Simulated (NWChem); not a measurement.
**AlH2O (SMILES [O][AlH2]): UPBE0/LANL2DZ (core potential)**

What is the vertical ionisation energy of AlH2O at UPBE0/LANL2DZ (core potential)? 

The calculation is run with NWChem 7.3.0.

## 1. Starting point

The species is AlH2O (4 atoms), meant as a doublet with charge 0. As SMILES, `[O][AlH2]`. The coordinates come from a PBE0-D4/def2-TZVP relaxation.

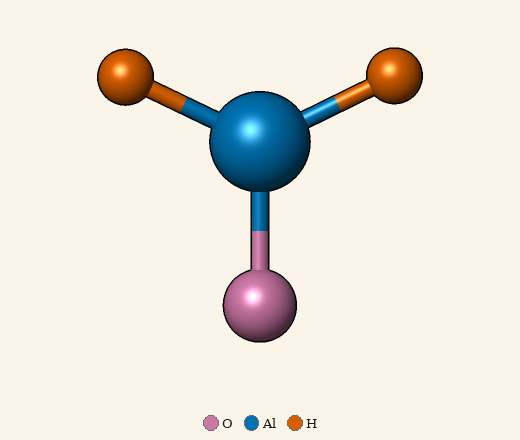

The structure, seen from a chosen angle (oxygen pink, aluminium blue, hydrogen orange).

## 2. The energy at UPBE0/LANL2DZ (core potential)

The input, mol.xyz:

```xyz
4

O      0.062600    -0.856300     1.401400
Al     0.011300     0.029900    -0.080400
H     -1.149600    -0.360800    -1.076000
H      1.131100     1.126800    -0.265300
```

The input, mol.nw:

```
start mol
memory total 2200 mb
geometry units angstrom noautosym nocenter noautoz
   load format xyz mol.xyz
end
basis spherical bse
   O library LANL2DZ
   Al library LANL2DZ
   H library LANL2DZ
end
ecp bse
   Al library LANL2DZ
end
dft
   xc pbe0
   mult 2
   grid fine
   convergence energy 1e-08
   maxiter 100
   mulliken
   print low
end
task dft energy
```

Run with:

```
$ nwchem mol.nw > mol.out
```

The log of the run:

```text
[...]
 d= 0,ls=0.0,diis     1    -77.9314556268 -9.05D+01  1.64D-01  3.45D-01     0.2
[...]
 d= 0,ls=0.0,diis    11    -78.2637026254 -9.05D-09  1.45D-06  3.52D-10     1.7
[...]
         Total DFT energy =      -78.263702625424
      One electron energy =     -132.521697784905
           Coulomb energy =       51.583347296792
    Exchange-Corr. energy =       -9.897111729946
 Nuclear repulsion energy =       12.571759592634
[...]
      Total Density - Mulliken Population Analysis
     ---------------------------------------------
    Atom       Charge   Shell Charges
 -----------   ------   -------------------------------------------------------
    1 O    8     8.54   2.00  0.96  1.00  3.23  1.34
    2 Al   3     2.18   0.66  0.30  0.98  0.23
    3 H    1     1.14   0.46  0.68
    4 H    1     1.14   0.46  0.68
[...]
      <S2> =      0.7551 (Exact =     0.7500)
[...]
```

Wall time 2.2 s (1 thread of Intel Xeon 6975P-C (Granite Rapids), shared host); peak memory 0.11 GiB.

## 3. The singlet cation

The input, nw.nw:

```
start nw
title "AlH2O PBE0"
memory total 2200 mb
charge 1
geometry units angstrom noautosym nocenter noautoz
   O        0.062600      -0.856300       1.401400
   Al       0.011300       0.029900      -0.080400
   H       -1.149600      -0.360800      -1.076000
   H        1.131100       1.126800      -0.265300
end
basis spherical bse
   * library LANL2DZ
end
ecp bse
   Al library LANL2DZ
end
dft
   xc pbe0
   grid fine
   convergence energy 1e-08
   iterations 100
   mulliken
   print low
end
task dft
```

Run with:

```
$ nwchem nw.nw > nw.out
```

The log of the run:

```text
[...]
 d= 0,ls=0.0,diis     1    -76.5801382638 -8.92D+01  3.00D-01  6.69D+00     0.2
[...]
 d= 0,ls=0.0,diis    12    -77.8075339636 -7.56D-09  9.87D-07  2.56D-09     1.1
         Total DFT energy =      -77.807533963599
      One electron energy =     -128.565090410582
           Coulomb energy =       47.673282320527
    Exchange-Corr. energy =       -9.487485466179
 Nuclear repulsion energy =       12.571759592634
[...]
      Total Density - Mulliken Population Analysis
     ---------------------------------------------
    Atom       Charge   Shell Charges
 -----------   ------   -------------------------------------------------------
    1 O    8     8.23   2.00  1.01  0.97  3.12  1.13
    2 Al   3     1.97   0.66  0.24  0.99  0.09
    3 H    1     0.90   0.41  0.49
    4 H    1     0.90   0.41  0.49
[...]
```

Wall time 1.6 s (1 thread of Intel Xeon 6975P-C (Granite Rapids), shared host); peak memory 0.11 GiB.

## 4. Outcome

At UPBE0/LANL2DZ (core potential):

```
                                          quantity         value
                       doublet AlH2O: total energy  -78.26370 Eh
                               doublet AlH2O: ⟨S²⟩         0.755
                      singlet cation: total energy  -77.80753 Eh
vertical ionisation energy (to the singlet cation)     12.413 eV
```

What this shows: The vertical ionisation energy comes to 12.41 eV (1198 kJ/mol). Only the singlet of the ionised species was computed; a triplet could lie lower. Mulliken charges (doublet AlH2O) run from -0.54 on O1 to +0.82 on Al2; they depend strongly on the basis. Mulliken charges (singlet cation) run from -0.23 on O1 to +1.03 on Al2; they depend strongly on the basis.
